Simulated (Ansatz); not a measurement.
**Be2Sn (model cell, started as antifluorite): relaxing the cell for a phonon run**

Aim: bring Be2Sn (model cell, started as antifluorite) to small forces and stress, as phonons need.

Method: DFT PBEsol, scalar-relativistic, plane waves, PAW, in Ansatz 0.2.0.

The structure was built from a prototype and need not be the compound's stable phase.

### Step 1. The starting structure

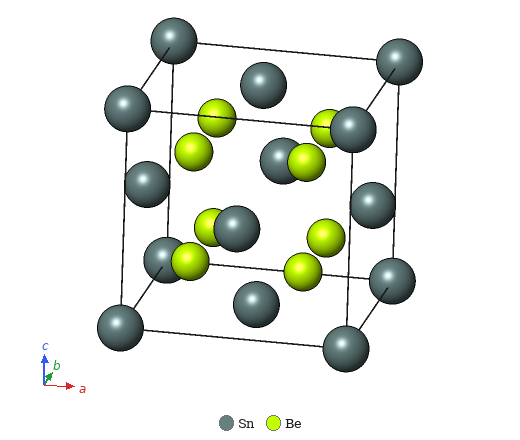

The starting structure, seen slightly off an axis (tin teal, beryllium green). This picture shows the conventional cell, with its axes. Some periodic images of atoms are drawn too.

### Step 2. Probe on a coarse mesh

A quick single point on a coarse mesh tells whether the cell has a gap and how far it is from rest, which sets the k mesh and smearing that follow.

input.yaml

```yaml
crystal:
  lattice:
    - [0.0, 2.93756, 2.93756]
    - [2.93756, 0.0, 2.93756]
    - [2.93756, 2.93756, 0.0]
  atoms:
    - { symbol: Sn, position: [0.0, 0.0, 0.0] }
    - { symbol: Be, position: [0.25, 0.25, 0.25] }
    - { symbol: Be, position: [0.75, 0.75, 0.75] }
kpoints:
  mp_grid: { grid: [6, 6, 6] }
hamiltonian:
  xc: pbesol
scf:
  occupations: { method: gaussian, width: 0.1 }
output:
  forces: true
  stress: true
  eigenvalues: true
```

Run with:

```bash
$ ansatz run input.yaml --threads 4 --pin off --max-ram 7168MiB --backend cpu --events-out ev --progress --plain --runs-dir out
```

Numbers of over 12 decimals in the logs are rounded to 6 here.

What it wrote:

```text
Engine: ansatz 0.2.0, aarch64-unknown-linux-gnu
Pseudopotentials: kind: paw
Pseudopotential: Sn, paw, valence charge 14, recommended cutoff 420 eV (normal), Sn.paw.azcp
Pseudopotential: Be, paw, valence charge 2, recommended cutoff 420 eV (normal), Be.paw.azcp
Functional definition: PBEsol
  exchange = pbesol_x
  correlation = pbesol_c
Crystal: 3 atoms, lattice volume = 50.698 Å³
[...]
--- Band table (eV; the first three rows and the last of 16) ---
  k-point 0: bands = [... 5 lower, -2.7719, 9.0523, 9.0523, 9.0523, 9.1849, 9.1849, 9.1849, 11.7798]
  k-point 1: bands = [... 5 lower, -2.4621, 6.0515, 7.9811, 7.9811, 10.1036, 10.1587, 10.1587, 12.3921]
  k-point 2: bands = [... 5 lower, -1.5861, 3.2255, 7.2762, 7.2762, 9.9243, 10.0132, 10.0132, 12.3315]
  k-point 15: bands = [... 5 lower, 0.1621, 2.6889, 3.8256, 4.2419, 9.4486, 10.7095, 12.4990, 14.6195]
[key lines of the parts left out:]
SCF converged after 8 iterations
Free energy (F): -6128.868537 eV
Fermi energy:    8.051568 eV
P = ⅓ Tr σ = -4.0978 GPa (-40.978 kbar)
```

Elapsed: 0.41 s, on 4 threads of Arm Neoverse V2, shared host; peak memory 0.29 GiB.

This step gave:

- pressure: -4.098 GPa
- volume per atom: 16.90 Å³
- gap on the k-mesh: 0 eV

The coarse mesh shows no gap and a pressure of -4.1 GPa.

### Step 3. Relaxation

Harmonic phonons are second derivatives at a point where the forces vanish, and they are wanted at zero stress, so atoms and cell are relaxed first.

input.yaml, the sections that differ from step 2:

```yaml
kpoints:
  mp_grid: { grid: [12, 12, 12] }
output:
  forces: true
  stress: true
  eigenvalues: true
  write_density: true
  write_potential: true
  elf: true
  volumetric_format: npy
relax:
  adjacent_minimum: "off"
  f_tol: 0.005
  max_steps: 80
  cell: { stress_tol: 0.05 }
# crystal, hamiltonian, scf: as in step 2
```

What it wrote:

```text
[...]
Crystal: 3 atoms, lattice volume = 50.698 Å³
Basis set: ecut = 420 eV, 965 PW (Γ), exchange–correlation on 60×60×60 points (8 copies of the dense FFT grid, shifted against one another)
Bands: 13, of which v1, the nominal top of the filled ones, is band 9 counted from 1 (8 counted from 0)
Symmetry: 48 space group operations
[...]
k-points: 72 of 1728
[...]
SCF iter   1: F=—  HF=-6128.898798 eV  |F-HF|=—  |Δ(HF+E_count)|=         —  Δρ=3.73e-3  dr2=9.08e-3  ethr=1.77e-3  ⟨swp⟩=5.3  Hψ=5431  notcnv=0
[...]
SCF iter   8: F=-6128.897017 eV  HF=-6128.897017 eV  |F-HF|=1.30e-9  |Δ(HF+E_count)|=   9.90e-8  Δρ=1.87e-6  dr2=1.17e-9  ethr=5.56e-10  ⟨swp⟩=9.2  Hψ=6436  notcnv=0
SCF 1 converged in 8 iterations: F = -6128.897017 eV  dr2 = 1.17e-9
[...]
relax step   1: F+E_penalty+E_count = -6128.89701719 eV  Δ(F+E_penalty+E_count) = +0.000e0 eV  max|allowed force component| = 2.352e-17 eV/Å  Δτ_max = 0.0000 Å  P = -4.050 GPa  Ω = 50.698 Å³  (8 SCF iters, dr2 threshold 1.00e-7 eV, accepted)
Crystal: 3 atoms, lattice volume = 46.440 Å³
Basis set: ecut = 420 eV, 893 PW (Γ), exchange–correlation on 60×60×60 points (8 copies of the dense FFT grid, shifted against one another)
[...]
iter 1 solved again at ethr=7.26e-5 eV; its pass at ethr=3.10e-3 eV (dr2=1.31e-2 eV) is discarded
[...]
SCF iter   5: F=-6128.926244 eV  HF=-6128.926244 eV  |F-HF|=1.50e-8  |Δ(HF+E_count)|=   8.97e-7  Δρ=9.21e-6  dr2=2.35e-8  ethr=1.67e-9  ⟨swp⟩=10.6  Hψ=7175  notcnv=0
SCF 2 converged in 5 iterations: F = -6128.926244 eV  dr2 = 2.35e-8
relax step   2: F+E_penalty+E_count = -6128.92624395 eV  Δ(F+E_penalty+E_count) = -2.923e-2 eV  max|allowed force component| = 1.064e-16 eV/Å  Δτ_max = 0.0000 Å  P = +2.369 GPa  Ω = 46.440 Å³  energy of the carried Pulay correction = +6.828e-4 eV  (5 SCF iters, dr2 threshold 3.00e-7 eV, accepted)
Crystal: 3 atoms, lattice volume = 47.925 Å³
Basis set: ecut = 420 eV, 941 PW (Γ), exchange–correlation on 60×60×60 points (8 copies of the dense FFT grid, shifted against one another)
[...]
SCF iter   4: F=-6128.935775 eV  HF=-6128.935775 eV  |F-HF|=1.06e-7  |Δ(HF+E_count)|=   7.90e-7  Δρ=2.32e-5  dr2=2.74e-7  ethr=1.67e-9  ⟨swp⟩=8.9  Hψ=7435  notcnv=0
SCF 3 converged in 4 iterations: F = -6128.935775 eV  dr2 = 2.74e-7
relax step   3: F+E_penalty+E_count = -6128.93577526 eV  Δ(F+E_penalty+E_count) = -9.531e-3 eV  max|allowed force component| = 9.175e-17 eV/Å  Δτ_max = 0.0000 Å  P = -0.196 GPa  Ω = 47.925 Å³  energy of the carried Pulay correction = +4.379e-4 eV  (4 SCF iters, dr2 threshold 3.00e-7 eV, accepted)
[...]
relax step   4: F+E_penalty+E_count = -6128.93586834 eV  Δ(F+E_penalty+E_count) = -9.308e-5 eV  max|allowed force component| = 4.626e-17 eV/Å  Δτ_max = 0.0000 Å  P = -0.008 GPa  Ω = 47.808 Å³  energy of the carried Pulay correction = +4.569e-4 eV  (3 SCF iters, dr2 threshold 9.65e-8 eV, accepted)
[...]
SCF iter   1: F=—  HF=-6128.935403 eV  |F-HF|=—  |Δ(HF+E_count)|=         —  Δρ=4.48e-5  dr2=2.07e-7  ethr=1.49e-6  ⟨swp⟩=2.0  Hψ=7611  notcnv=0
eigensolver tolerance schedule: the retry pair's looser diagonalisation over-reported the residual by 1299.05 of it (diagonalisation noise at 1.68 of the residual, at the tolerance the schedule requests for it); recorded, not acted on — ethr = c·dr2/N_el stays at c = 1.0e-1
[...]
SCF iter   2: F=—  HF=-6128.935411 eV  |F-HF|=—  |Δ(HF+E_count)|=   7.62e-6  Δρ=2.16e-5  dr2=4.94e-8  ethr=1.15e-9  ⟨swp⟩=2.7  Hψ=1642  notcnv=0
[...]
SCF iter   5: F=-6128.935411 eV  HF=-6128.935411 eV  |F-HF|=3.64e-12  |Δ(HF+E_count)|=    0.00e0  Δρ=9.12e-8  dr2=1.31e-12  ethr=1.00e-12  ⟨swp⟩=6.1  Hψ=4149  notcnv=0
SCF 5 converged in 5 iterations: F = -6128.935411 eV  dr2 = 1.31e-12
relax step   5: F+E_penalty+E_count = -6128.93541078 eV  Δ(F+E_penalty+E_count) = +4.576e-4 eV  max|allowed force component| = 6.168e-17 eV/Å  Δτ_max = 0.0000 Å  P = -0.008 GPa  Ω = 47.808 Å³  stress off target by 7.86e-3 GPa  SCF on the basis re-selected at this cell (its energy is not comparable with the rows above)  (5 SCF iters)
basis re-selected at this cell: Δ(F+E_penalty+E_count) = +4.576e-4 eV, ΔP = -0.000 GPa vs the last step (what re-selecting the basis moved, of the pressure what is left beyond the Pulay correction that the steps carried, after the strain that the cell walked since its last selection, with what the two solves' SCF thresholds leave and, on support functions, any second-order correction that the steps lacked; it is no m [...]
SCF converged after 5 iterations
Free energy (F): -6128.935411 eV
[...]
Internal energy: -6128.933626 eV  (E = F + TS)
E sigma→0 (E₀):  -6128.934519 eV
Entropy (-TS):   -0.001784 eV (-0.595 meV/atom)
Fermi energy:    8.936245 eV
[...]
--- Stress (GPa, compression-positive) ---
       -0.007857       0.000000      -0.000000
        0.000000      -0.007857       0.000000
        0.000000       0.000000      -0.007857
  P = ⅓ Tr σ = -0.0079 GPa (-0.079 kbar)
--- Band table (eV; the first three rows and the last of 72) ---
  k-point 0: bands = [... 5 lower, -2.4665, 9.7333, 9.7333, 9.7333, 9.9529, 9.9529, 9.9529, 12.8136]
  k-point 1: bands = [... 5 lower, -2.3849, 8.3065, 9.1940, 9.1940, 10.4935, 10.4935, 10.7939, 13.0177]
  k-point 2: bands = [... 5 lower, -2.1418, 6.6585, 8.6464, 8.6464, 10.9225, 10.9225, 11.0185, 13.3424]
  k-point 71: bands = [... 5 lower, 0.6919, 3.6715, 3.6715, 4.5091, 11.7373, 11.7373, 13.1480, 13.6025]
--- Relaxed structure (4 steps of the walk, 4 accepted, 1 SCFs on fresh bases) ---
  F+E_penalty+E_count = -6128.93541078 eV   max|allowed force component| = 6.168e-17 eV/Å   (the final SCF, on the basis selected at the relaxed cell)
  cell:  # Å, volume = 47.8083 Å³
    - [0, 2.880653, 2.880653]
    - [2.880653, 0, 2.880653]
    - [2.880653, 2.880653, 0]
  atoms:
    - { symbol: Sn, position: [0, 0, 0] }
    - { symbol: Be, position: [0.25, 0.25, 0.25] }
    - { symbol: Be, position: [0.750000, 0.750000, 0.750000] }
```

The job ended after 4.1 s (4 threads; peak memory 0.38 GiB; 15 s of CPU time).

Step by step:

```
step  energy less that of the first step (eV)  largest force component (eV/Å)  pressure (GPa)  volume (Å³)
   1                                   0.0000                          0.0000           -4.05        50.70
   2                                  -0.0292                          0.0000            2.37        46.44
   3                                  -0.0388                          0.0000           -0.20        47.93
   4                                  -0.0389                          0.0000           -0.01        47.81
  5*                                  -0.0384                          0.0000           -0.01        47.81
```

Relaxation steps marked * repeat the geometry before them on a plane-wave basis chosen anew for their cell, so energy and pressure can jump there.

The run keeps the 48 symmetry operations that it works with, so distortions that break them were not tested.

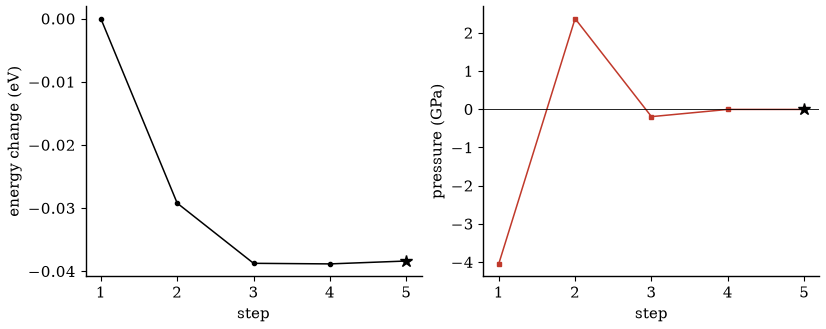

Energy and pressure along the relaxation. Stars mark steps on a basis chosen anew.

```
conventional cell, symmetrised  before  after  change
                         a (Å)   5.875  5.761  -1.9 %
                         b (Å)   5.875  5.761  -1.9 %
                         c (Å)   5.875  5.761  -1.9 %
              volume (Å³/atom)   16.90  15.94  -5.7 %
```

Final coordinates:

```
Sn Be
1.0
     0.00000    2.88065    2.88065
     2.88065    0.00000    2.88065
     2.88065    2.88065    0.00000
Sn Be
1 2
Direct
  0.00000 0.00000 0.00000
  0.25000 0.25000 0.25000
  0.75000 0.75000 0.75000
```

Numbers from this step:

```
pressure        : -0.007857 GPa
volume per atom : 15.94 Å³
```

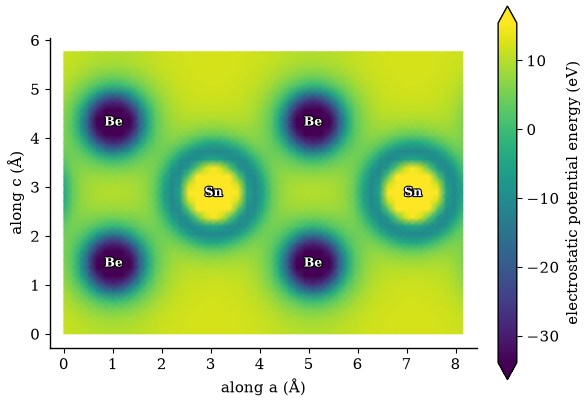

Electrostatic potential energy in the ac plane of a cell with a along [110], b along [-110] and c along [001] of the cube at fractional y = 0.000, with atoms of Sn and Be within 0.2 Å of it. With pseudopotentials it is smooth inside the atoms' cores, unlike the true potential. The map starts off the cell's origin, so that atoms lie inside it.

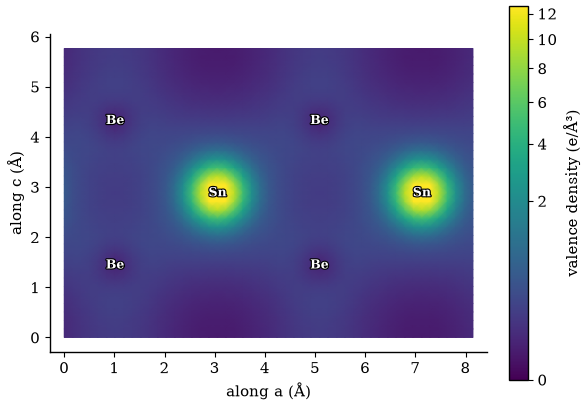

Valence density in the ac plane of a cell with a along [110], b along [-110] and c along [001] of the cube at fractional y = 0.000, with atoms of Sn and Be within 0.2 Å of it. It is the smooth field of the valence electrons, not physical close to the nuclei. The map starts off the cell's origin, so that atoms lie inside it. The colour scale is stretched toward low values.

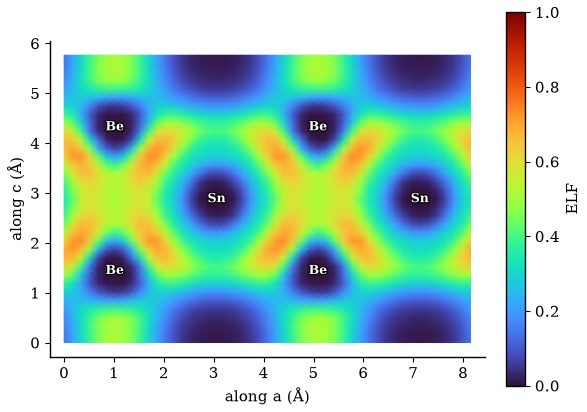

ELF in the ac plane of a cell with a along [110], b along [-110] and c along [001] of the cube at fractional y = 0.000, with atoms of Sn and Be within 0.2 Å of it. It is the smooth field of the valence electrons, not physical close to the nuclei. The map starts off the cell's origin, so that atoms lie inside it.

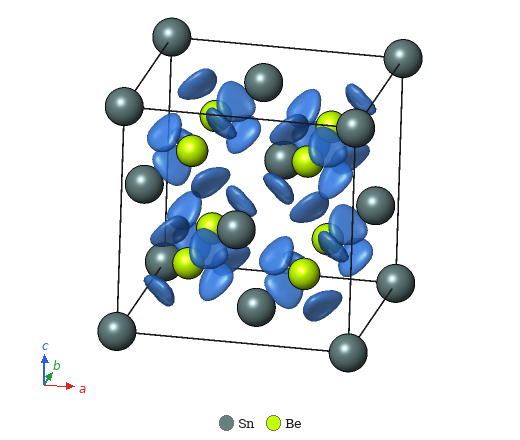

Surface of ELF = 0.64.

In this step the volume went from 16.90 to 15.94 Å³/atom.

### Step 4. Tight relaxation

Phonons need a cell at rest on their own settings, so the relaxation is repeated with tight tolerances on forces and stress on the k mesh and occupations of the first response run.

input.yaml, the sections that differ from step 3:

```yaml
crystal:
  lattice:
    - [0.0, 2.8806534513, 2.8806534513]
    - [2.8806534513, 0.0, 2.8806534513]
    - [2.8806534513, 2.8806534513, 0.0]
  atoms:
    - { symbol: Sn, position: [0.0, 0.0, 0.0] }
    - { symbol: Be, position: [0.25, 0.25, 0.25] }
    - { symbol: Be, position: [0.75, 0.75, 0.75] }
scf:
  occupations: { method: methfessel_paxton, width: 0.15 }
relax:
  adjacent_minimum: "off"
  f_tol: 0.001
  max_steps: 60
  cell: { stress_tol: 0.01 }
# kpoints, hamiltonian, output: as in step 3
```

What it wrote:

```text
[...]
Crystal: 3 atoms, lattice volume = 47.808 Å³
Basis set: ecut = 420 eV, 941 PW (Γ), exchange–correlation on 60×60×60 points (8 copies of the dense FFT grid, shifted against one another)
Bands: 13, of which v1, the nominal top of the filled ones, is band 9 counted from 1 (8 counted from 0)
Symmetry: 48 space group operations
[...]
k-points: 72 of 1728
[...]
--- Relaxed structure (1 steps of the walk, 1 accepted, 1 SCFs on fresh bases) ---
[...]
cell:  # Å, volume = 47.8083 Å³
    - [0.0, 2.8806534513, 2.8806534513]
    - [2.8806534513, 0.0, 2.8806534513]
    - [2.8806534513, 2.8806534513, 0.0]
  atoms:
    - { symbol: Sn, position: [0.0, 0.0, 0.0] }
    - { symbol: Be, position: [0.25, 0.25, 0.25] }
    - { symbol: Be, position: [0.75, 0.75, 0.75] }
[key lines of the parts left out:]
SCF converged after 4 iterations
Free energy (F): -6128.934175 eV
Fermi energy:    8.944193 eV
P = ⅓ Tr σ = -0.0075 GPa (-0.075 kbar)
```

Run time: 1.8 s. Hardware: 4 threads; peak memory 0.37 GiB; 6.2 s of CPU time.

Little changed from the start: no atom moved by 0.005 Å and no cell edge by 0.1 %.

Numbers from this step:

```
pressure : -0.007520 GPa
```

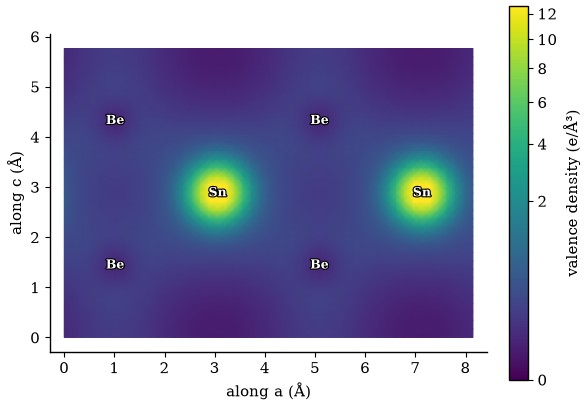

Valence density in the ac plane of a cell with a along [110], b along [-110] and c along [001] of the cube at fractional y = 0.000, with atoms of Sn and Be within 0.2 Å of it. It is the smooth field of the valence electrons, not physical close to the nuclei. The map starts off the cell's origin, so that atoms lie inside it. The colour scale is stretched toward low values.

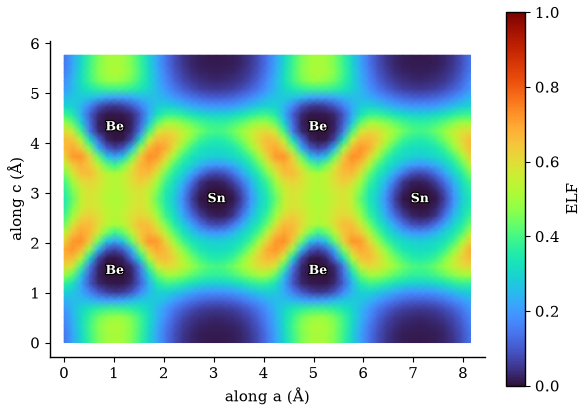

ELF in the ac plane of a cell with a along [110], b along [-110] and c along [001] of the cube at fractional y = 0.000, with atoms of Sn and Be within 0.2 Å of it. It is the smooth field of the valence electrons, not physical close to the nuclei. The map starts off the cell's origin, so that atoms lie inside it.

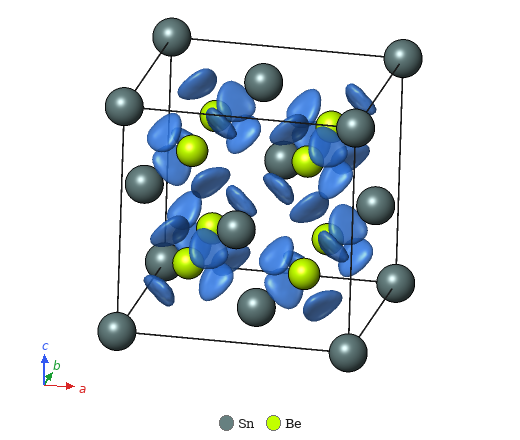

Surface of ELF = 0.64.

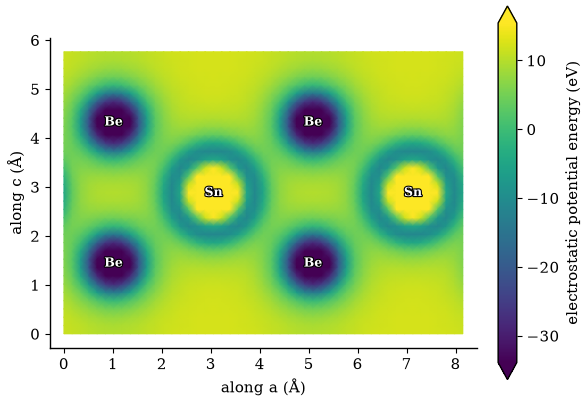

Electrostatic potential energy in the ac plane of a cell with a along [110], b along [-110] and c along [001] of the cube at fractional y = 0.000, with atoms of Sn and Be within 0.2 Å of it. With pseudopotentials it is smooth inside the atoms' cores, unlike the true potential. The map starts off the cell's origin, so that atoms lie inside it.

The forces vanish by symmetry and the pressure is -0.008 GPa, within the tolerances set. The cell now holds 15.94 Å³/atom.

### Step 5. Summary of results

```json
{
 "space group after relaxation (within 0.01 Å)": "Fm-3m",
 "lattice constant a": "5.761 Å",
 "lattice constant b": "5.761 Å",
 "lattice constant c": "5.761 Å",
 "volume per atom": "15.9 Å³"
}
```

What this shows: The forces vanish by symmetry and the pressure is -0.008 GPa, within the tolerances set. The cell now holds 15.94 Å³/atom. The relaxation keeps the symmetry of its start, so it says nothing on stability against lower symmetry. Spin-orbit coupling is left out, which can matter for the heavy elements here. The starting cell was built on a prototype and not taken from a measurement, so the phase need not exist.

[Logs are printed without paths, hosts, clocks, repeated set-up lines and the standing remarks that a program may print on its own settings, such as how far it seeks lower states.]

[Hosts, paths, dates, database ids (printed as entryN), source tags and the programs' standing remarks are cut or masked in the printed files.]
